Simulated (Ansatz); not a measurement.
# LiRu: the cost of one run

Method: DFT PBE, scalar-relativistic, plane waves, PAW, in Ansatz 0.2.0.

## Step 1: The structure to begin with

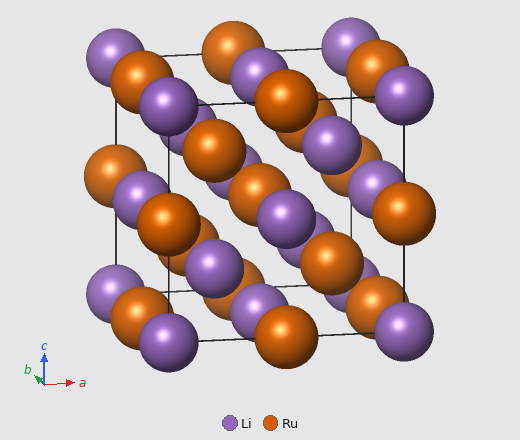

The starting structure, seen slightly off an axis (lithium purple, ruthenium orange). Atoms on the faces are drawn again on the opposite ones. The cell drawn here is the conventional one.

As a file:

```cif
data_structure
_symmetry_space_group_name_H-M 'Fd-3m:1'
_symmetry_Int_Tables_number 227
_cell_length_a 5.9289
_cell_length_b 5.9289
_cell_length_c 5.9289
_cell_angle_alpha 90.000
_cell_angle_beta 90.000
_cell_angle_gamma 90.000
_cell_volume 208.42
loop_
_atom_site_label
_atom_site_type_symbol
_atom_site_symmetry_multiplicity
_atom_site_Wyckoff_symbol
_atom_site_fract_x
_atom_site_fract_y
_atom_site_fract_z
_atom_site_occupancy
Li1 Li 8 b 0.25000 0.75000 0.25000 1
Ru1 Ru 8 a 0.25000 0.25000 0.25000 1
```

A structure generator made this guess: random cell by space group and Wyckoff sites (Fd-3m, No. 227). Lengths come from tabulated atomic sizes and are only a guess.

## Step 2: A first look at the guess

input.yaml

```yaml
crystal:
  lattice:
    - [0.0, 2.96447264, 2.96447264]
    - [2.96447264, 0.0, 2.96447264]
    - [2.96447264, 2.96447264, 0.0]
  atoms:
    - { symbol: Li, position: [0.25, 0.25, 0.25] }
    - { symbol: Li, position: [0.0, 0.0, 0.0] }
    - { symbol: Ru, position: [0.75, 0.75, 0.75] }
    - { symbol: Ru, position: [0.5, 0.5, 0.5] }
basis:
  ecutwfc: 420
kpoints:
  mp_grid: { grid: [6, 6, 6] }
hamiltonian:
  xc: pbe
scf:
  occupations: { method: gaussian, width: 0.1 }
  lower_state_search: "off"
output:
  forces: true
  stress: true
  eigenvalues: true
```

Run with:

```sh
> ansatz run input.yaml --threads 1 --pin off --max-ram 2048MiB --backend cpu --events-out ev --progress --plain --runs-dir out
```

Q: Estimate wall time and peak memory on 1 thread of Arm Neoverse V1, shared host.

About 1.2 s, with a peak of 0.29 GiB.
